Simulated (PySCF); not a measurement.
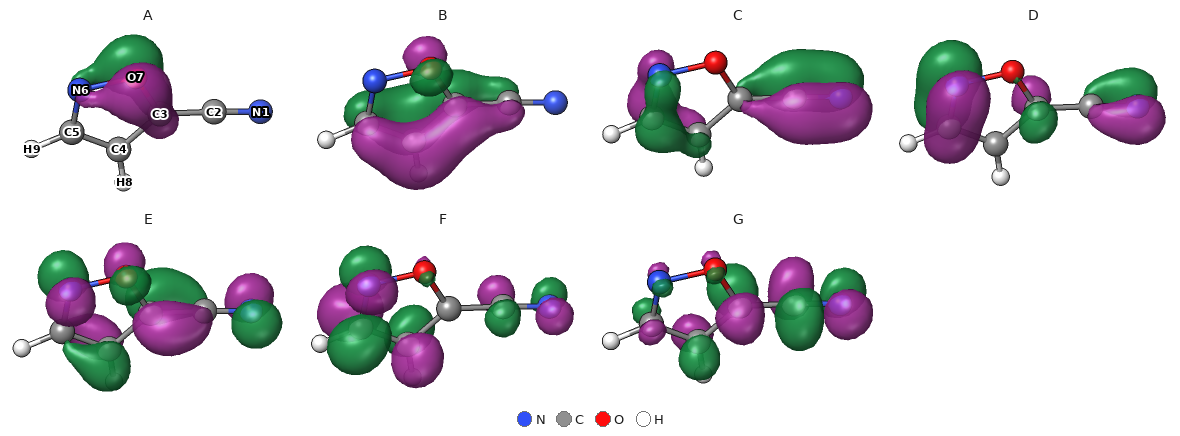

*C$_{4}$H$_{2}$N$_{2}$O, charge −1, doublet, SMILES `[N-]=[C]c1ccno1`. Natural orbitals of the π active space, CASSCF(9,7), doublet state, in order of falling occupation.*

Computed with PySCF, def2-SVP basis, geometry: GFN2-xTB. No frequency check shows the geometry to be a minimum. The basis has no diffuse functions, which an anion needs. GFN2-xTB doesn't know the spin state, so this open-shell geometry is rough.

Coordinates in Å:

```
N1      -2.8939    0.0204    0.0000
C2      -1.7189    0.0010    0.0000
C3      -0.3592    0.0460    0.0000
C4       0.5293    1.1500    0.0000
C5       1.7887    0.5873    0.0000
N6       1.7789   -0.7409    0.0000
O7       0.4213   -1.1184    0.0000
H8       0.2550    2.1890    0.0000
H9       2.7399    1.0964    0.0000
```

Question: What are the natural occupation numbers?

Answer: A 2.00, B 1.98, C 1.96, D 1.93, E 1.01, F 0.08, G 0.04.

Question: How multiconfigurational is the state?

Answer: The leading determinant weighs 0.92; the effective number of unpaired electrons, Σ n²(2−n)², is 1.05. The active space lowers the energy by 1.59 eV against Hartree–Fock.

Question: Where does the lowest quartet lie relative to the doublet, at this geometry and within this active space?

Answer: 5.77 eV above it by strongly contracted NEVPT2 (+5.19 eV by CASSCF); a small basis tends to put such gaps a few tenths of an eV too high. This is a vertical energy for π states alone; a state that uses lone pairs or σ orbitals may lie lower.
